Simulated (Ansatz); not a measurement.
# Direct or indirect: CsSnI3 (Pm-3m)

Space group Pm-3m (No. 221). a = 6.206 Å, b = 6.206 Å, c = 6.206 Å, α = 90.00°, β = 90.00°, γ = 90.00°
```json
{"atom": "Cs", "site": "1a", "symmetry": "m-3m", "x": "0.0000", "y": "0.0000", "z": "0.0000"}
{"atom": "I", "site": "3c", "symmetry": "4/mm.m", "x": "0.5000", "y": "0.5000", "z": "0.0000"}
{"atom": "Sn", "site": "1b", "symmetry": "m-3m", "x": "0.5000", "y": "0.5000", "z": "0.5000"}
```

Method: Ansatz, PBE, independent particles, without spin-orbit coupling, line width 0.1 eV (Gaussian). The band structure gives a fundamental gap of 0.31 eV. The spectrum of vertical transitions near the edge:

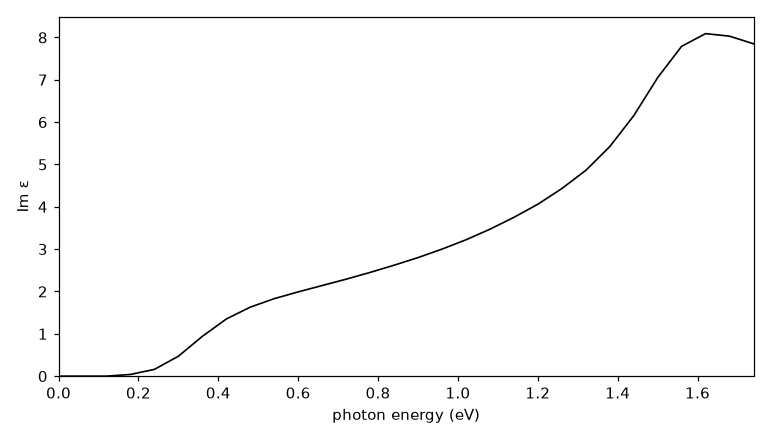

(1) Is the gap direct or indirect, and about where do vertical transitions set in?

Results:

(1) Direct: the band path has its least direct gap at the fundamental one, 0.31 eV, and the curves rise from there. Lines are broadened by 0.1 eV, which spreads the edge.

[Logs are printed without paths, hosts, clocks, repeated set-up lines and the standing remarks that a program may print on its own settings, such as how far it seeks lower states.]
